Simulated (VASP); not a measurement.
Band structure of Zn4SSe3 (ordered alloy cell). Method: PBEsol GGA, VASP's PBE PAW potentials (set 64) (plane waves; VASP 6.6.1).

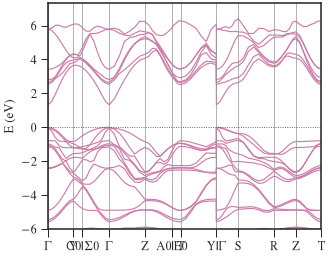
Figure. Bands along high-symmetry lines, zero at the valence-band maximum or, without a gap, the Fermi level

Read the plot: is there a gap, and where are the band edges?

The gap is direct, 1.32 eV, from the valence maximum at Γ to the conduction minimum at Γ. (Edges off the drawn lines would not show.)

The structure was generated: Zn4SSe3 was put into an ordered model structure (Amm2), which need not be its known phase. It was relaxed first.
